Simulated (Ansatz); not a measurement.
## Electronic structure of BrGeHSi (SMILES [Ge]=[SiH]Br) in real space

Input file:

```
crystal:
  periodic: [false, false, false]
  atoms:
    - {symbol: Br, position_ang: [1.111519, -0.910003, 1.936080]}
    - {symbol: Ge, position_ang: [0.952640, 1.022925, -1.388558]}
    - {symbol: Si, position_ang: [-0.153699, 0.140192, 0.398808]}
    - {symbol: H, position_ang: [-1.588709, 0.092006, 0.808080]}
basis:
  gaussian:
    orbitals: def2-TZVPD
hamiltonian:
  xc: pbe0
output:
  forces: true
  orbitals: {seedname: orbitals}
```

Command:

```sh
ansatz run input.yaml --threads 1 --pin off --max-ram 2610MiB --events-out events.jsonl --progress --plain --runs-dir runs
```

Geometry: B3LYP-D3(BJ)/def2-SVP.

These are results of isolated molecule in a Gaussian basis; Kohn-Sham density functional theory, functional PBE0 in Ansatz, not measurements.

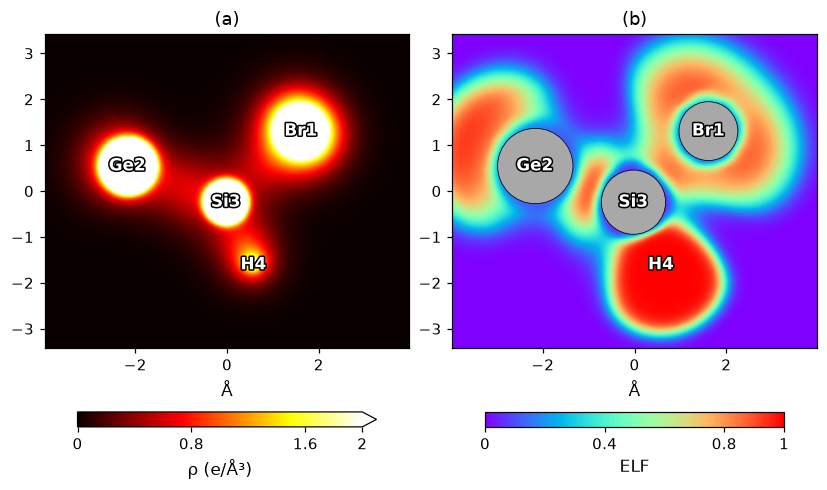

Figure 1. (a) total electron density; (b) ELF on the molecular plane. Grey discs cover the atomic cores in the ELF map.

Interpret the plot.

Answer.
- The plane passes through Br, Ge, Si and H nuclei.
- Si–Br (2.25 Å): the density is about 0.72 e/Å³ at the midpoint, with its minimum of 0.57 e/Å³ about 0.8 Å from Si; the ELF peaks at about 0.85 between the atoms: a polar covalent bond.
- Si–Ge (2.28 Å): the density is about 0.63 e/Å³ at the midpoint; the ELF peaks at about 0.85 between the atoms (a covalent bond).
- Si–H (1.49 Å): ρ is about 0.8 e/Å³ halfway; the ELF climbs to about 1 towards the hydrogen, as it does in any bond to H.
- The ELF also peaks beside Br1, away from the bonds: lone-pair regions.

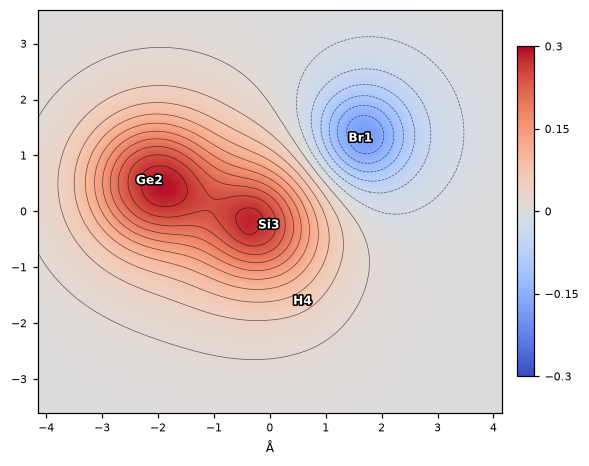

Figure 2. One frontier orbital on a plane 0.8 Å above the molecular plane (values in Å⁻³ᐟ²; the overall sign is arbitrary).

Which orbital is it: HOMO or LUMO?

Answer. The HOMO, at −5.74 eV. Its weight (Hirshfeld) is mainly on Ge2 (about 50 %), Si3 (about 40 %) and Br1 (about 10 %); it changes sign across the molecular plane (π type); π-bonding across Ge2–Si3.

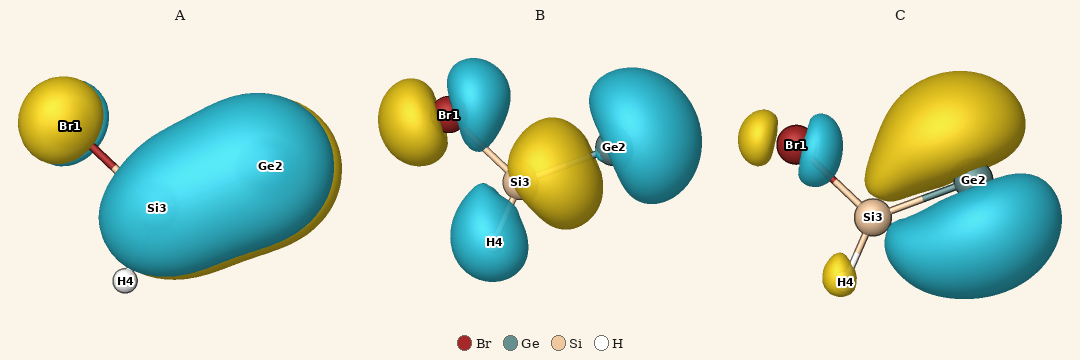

Figure 3. Three frontier orbitals at ±0.08 Å⁻³ᐟ² (yellow and cyan are the two phases), in no order.

Order the three orbitals by energy and name them.

Answer. B is the HOMO−1 (−7.50 eV). It lies mainly on Ge2 (about 50 %), Si3 (about 25 %), Br1 (about 20 %) and H4 (about 5 %); it is symmetric in the molecular plane (an in-plane orbital: σ, lone-pair or in-plane π type). A is the HOMO (−5.74 eV). Its weight (Hirshfeld) is mainly on Ge2 (about 50 %), Si3 (about 40 %) and Br1 (about 10 %); it changes sign across the molecular plane (π type); π-bonding across Ge2–Si3. C is the LUMO (−3.72 eV). By Hirshfeld shares it lies mainly on Ge2 (about 80 %) and Si3 (about 15 %); it is symmetric in the molecular plane (an in-plane orbital: σ, lone-pair or in-plane π type).

What is the HOMO–LUMO gap?

Answer. 2.02 eV between the orbital energies.
